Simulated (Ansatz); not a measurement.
Computed with PBE (plane waves to 420 eV, PAW; Ansatz, an electronic-structure program).

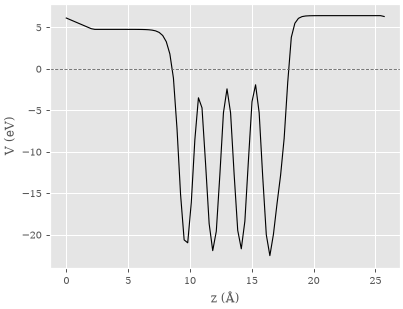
Planar average of the electrostatic potential across the slab, in eV from the Fermi level, for N on the 1x1 (110) surface of bcc W, one in a 1x1 cell, started at the site 'hollow W-W-W'

Model: 5-atom slab, 6.6 Å thick at the start under the adsorbate (thin: gaps and levels are the slab's own), 12x12x1 mesh, Fermi-Dirac 0.1 eV, dipole correction, 2 atoms held, the rest relaxed; symmetry of the start imposed; no spin, no spin-orbit, no U, no dispersion correction. At the end it is bonded to 3 W. In PBE it is, or lies within 0.03 eV of, the lowest of the starts that converged.

### Question
The surface cell has an area of 7.17 Å². What dipole along the normal does the step between the two vacuum levels imply?

### Answer
the top vacuum level lies 1.66 eV above the bottom one; p = −ε₀ A ΔV (ε₀ = 0.005526 e/(V·Å)) gives -0.07 e·Å a cell.
